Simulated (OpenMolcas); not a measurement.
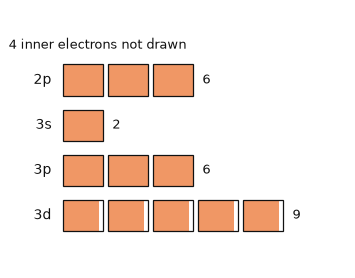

**Figure 1.** The outer shells of the leading configuration of the lowest level: a box for each of the 2l + 1 orbitals, shaded by the share of the shell that is filled, with the electron count at the right.

Multiconfigurational calculation, with input and output: Cu²⁺ complex

System: Cu²⁺ with 6 ligands (F; octahedron, 2.031 Å), embedded in LiF by model potentials and point charges, whose field is part of the energies.
Method: state-averaged SS-CASPT2, IPEA shift 0.25, imaginary shift 0.1 hartree, closed shells 3s 3p of the metal and the valence shells of the ligands correlated, active space 9 electrons in the shell 3d, basis ANO-RCC-VTZP on the metal and ANO-RCC-VDZP on the ligands, DKH2 scalar Hamiltonian, spin-orbit coupling by RASSI with atomic mean-field integrals (OpenMolcas).

### Input
```
&GATEWAY
Basis set
Cu.ANO-RCC-VTZP.
Cu1 0.0 0.0 0.0 Angstrom
End of basis
Basis set
F.ANO-RCC-VDZP.
L1 2.031000 0.000000 0.000000 Angstrom
L2 0.000000 2.031000 0.000000 Angstrom
L3 0.000000 0.000000 2.031000 Angstrom
End of basis
Basis set
Li.EMB-AIMP.Seijo.0s.0s.ECP.LiF.
PseudoCharge
* 67 symmetry-unique lattice sites within 7.6 angstrom
End of basis
Basis set
F.EMB-AIMP.Seijo.0s.0s.ECP.LiF.
PseudoCharge
* 55 symmetry-unique lattice sites within 7.6 angstrom
End of basis
Symmetry
XYZ
AngMom=0.0 0.0 0.0
AMFI
RICD
XField
973 Angstrom 0
* Evjen-weighted lattice charges
&SEWARD
&RASSCF
FileOrb=start.orb
Symmetry=1
Spin=2
nActEl=9 0 0
Inactive=18 21
Ras2=5 0
CIRoot=5 5 1
SDav=5
CIMx=300
Iter=150 100
PrWF=0.3
OrbListing=Nothing
MaxOrb=0
LevShft=1.0
>>> COPY $Project.JobIph JOB001
&RASSI
NrOfJobIphs=1 5
1 2 3 4 5
IphNames
JOB001
EJob
SpinOrbit
DIPRint=1.0
SOCoupling=1000.0
Subsets=2
Property=9
'ANGMOM' 1 'ANGMOM' 2 'ANGMOM' 3 'MLTPL  1' 1 'MLTPL  1' 2 'MLTPL  1' 3
'AMFI' 1 'AMFI' 2 'AMFI' 3
SOProperty=3
'ANGMOM' 1 'ANGMOM' 2 'ANGMOM' 3
>>> COPY JOB001 $Project.JobIph
&CASPT2
Multistate=5 1 2 3 4 5
NoMult
Frozen=5 6
IPEA=0.25
Imaginary=0.1
MaxIter=60
WThr=0.0 0.3 0.05
PrWF=0.5
NoMix
```

The file start.orb holds starting orbitals from an earlier step. A driver script formed the levels outside the program, from RASSI's spin-orbit matrix and the CASPT2 energies (for multi-state variants, the effective Hamiltonian), averaged over the components of each term or state. The log and the time are those of the CASPT2 step.

Hardware: 1 thread of Arm Neoverse V1, 24 GiB of memory available, shared host.

Launched with:
```bash
OMP_NUM_THREADS=1 MOLCAS_MEM=2457 MOLCAS_PROJECT=a pymolcas a.inp > a.log  # once for each step of the input, in one work folder
```

### Output (extracts)
```
--- CASPT2 ---
Orbital specifications:
      -----------------------

      Symmetry species                           1   2
                                                ag  au
      Frozen orbitals                            5   6
      Inactive orbitals                         13  15
      Active orbitals                            5   0
      Secondary orbitals                        49  50
      Deleted orbitals                           0   0
      Number of basis functions                 72  71
Type of calculation                        SS-CASPT2
      Fock operator                              state-specific
      IPEA shift                                 0.25
      Real shift                                 0.00
      Imaginary shift                            0.10
      The input orbitals will be transformed to quasi-canonical
Reference energy:       -2253.3264697287
      E2 (Non-variational):      -1.9602235421
      Shift correction:          -0.0008406829
      E2 (Variational):          -1.9610642251
      Total energy:           -2255.2875339538
      Residual norm:              0.0000001416
      Reference weight:           0.74002
      Contributions to the CASPT2 correlation energy
      Active & Virtual Only:         -0.3503237885
      One Inactive Excited:          -0.3459821907
      Two Inactive Excited:          -1.2639175629
Reference energy:       -2253.3264697286
      E2 (Non-variational):      -1.9602211837
      Shift correction:          -0.0008406790
      E2 (Variational):          -1.9610618627
      Total energy:           -2255.2875315913
      Residual norm:              0.0000001409
      Reference weight:           0.74002
      Contributions to the CASPT2 correlation energy
      Active & Virtual Only:         -0.3503213754
      One Inactive Excited:          -0.3459824911
      Two Inactive Excited:          -1.2639173172
::    CASPT2 Root  1     Total energy:  -2255.28753395
::    CASPT2 Root  2     Total energy:  -2255.28753159
::    CASPT2 Root  3     Total energy:  -2255.24745220
::    CASPT2 Root  4     Total energy:  -2255.24745220
::    CASPT2 Root  5     Total energy:  -2255.24745220
```

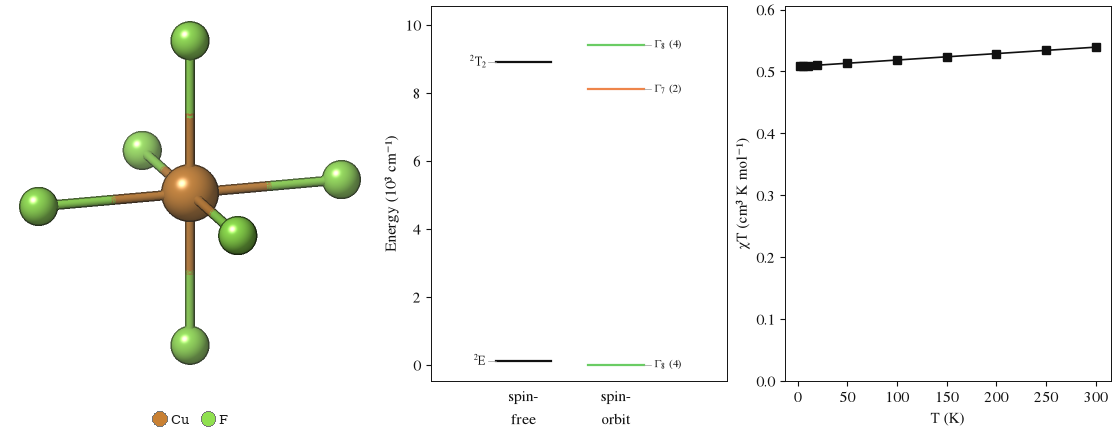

**Figure 2.** Cu²⁺ (3d⁹) as a dopant in LiF, a cluster with its 6 nearest F⁻ at 2.031 Å (octahedron) embedded in model potentials and point charges; the geometry was set, not optimised, and its levels and susceptibility. Labels give the representation in O, Td, D4 or D3 as the site allows (double group for half-integer spin) where it could be assigned and, in brackets, the degeneracy; spin-free states, where drawn, share the zero of the spin-orbit levels. Powder susceptibility by Van Vleck's formula. The ground level is Γ₈, 4-fold degenerate, 100 % from states of spin multiplicity 2. The next level lies at 8,100 cm⁻¹ (Γ₇). The lowest spin-free state is ²E, from the free-ion D term; of the same spin there follows at 8,800 cm⁻¹ (²T₂) above it. A ligand-field fit to the spin-free states gives |10Dq| = 8,800 cm⁻¹. χT is 0.508 cm³ K mol⁻¹ at 2 K and 0.539 at 300 K, an effective moment of 2.08 μB.

### Key numbers

| quantity | value |
| --- | --- |
| outcome | converged |
| energy of the lowest spin-free term | −2255.28753 hartree |
| energy of the lowest spin-orbit level | −2255.28801 hartree |
| CASPT2 correlation energy | −1.9611 hartree |
| largest spread among components of a term | 0.5 cm⁻¹ |
| lowest reference weight | 0.740 |
| wall time | 16 s |
| peak memory | 0.2 GiB |

### Notes

Limits: orbital doublet at a regular site, Jahn-Teller distortion not allowed for; with a single d shell and no ligand orbitals active, the ligand field and the g values of a late 3d ion can be well off; the geometry is set by hand, with no relaxation.
